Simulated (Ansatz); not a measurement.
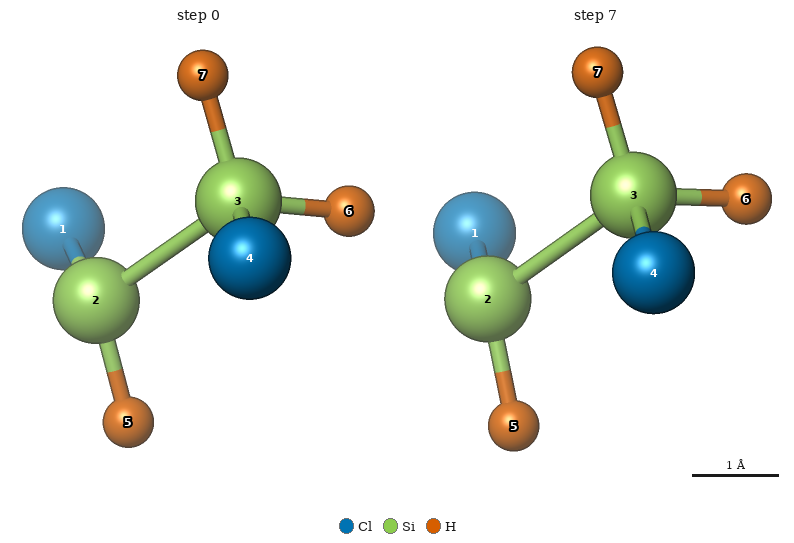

The structure of Si$_{2}$H$_{3}$Cl$_{2}$ (multiplicity 2) (coarse preliminary run) before (left) and after (right) a relaxation, at one scale.

A ball-and-stick model, seen from a free direction.

The start comes from a force field.

All numbers below come from Ansatz, UKS PBE-D4/def2-SVP.

The input:
```yaml
crystal:
  periodic: [false, false, false]
  atoms:
    - {symbol: Cl, position_ang: [1.350100, 0.832300, -2.313500]}
    - {symbol: Si, position_ang: [0.619200, 1.166000, -0.412200]}
    - {symbol: Si, position_ang: [-0.243300, -0.765800, 0.474300]}
    - {symbol: Cl, position_ang: [-0.672400, -0.463400, 2.443100]}
    - {symbol: H, position_ang: [-0.407400, 2.232200, -0.504400]}
    - {symbol: H, position_ang: [-1.426200, -1.225600, -0.228000]}
    - {symbol: H, position_ang: [0.841200, -1.843700, 0.495100]}
basis:
  gaussian: {orbitals: def2-SVP}
magnetization: {spin_polarized: true, initial_magnetization: 1}
hamiltonian: {xc: pbe, dispersion: d4}
relax: {f_tol: 0.03, max_steps: 200}
```

Q: Summarise the run.

A: The largest move after the best rigid fit is that of Cl1, 0.20 Å. By element the largest moves are Cl 0.20 Å, H 0.19 Å, Si 0.07 Å. Among the contacts that change: Si2–Si3 2.294 → 2.351 Å, Si3–H6 1.450 → 1.506 Å, Si3–Cl4 2.038 → 2.091 Å, Cl1–Si2 2.064 → 2.097 Å. Bond angles that change, for instance: Cl4–Si3–H7 103.9° → 109.8°, Cl1–Si2–Si3 110.7° → 107.2°, Si2–Si3–Cl4 109.1° → 105.9°. Over 7 geometry steps the energy falls by 0.124 eV. The largest force component goes from 1.4 to 0.023 eV/Å. The forces were under the threshold at step 3, but the run went on from there. The run took roughly 19 core-seconds on a shared host.
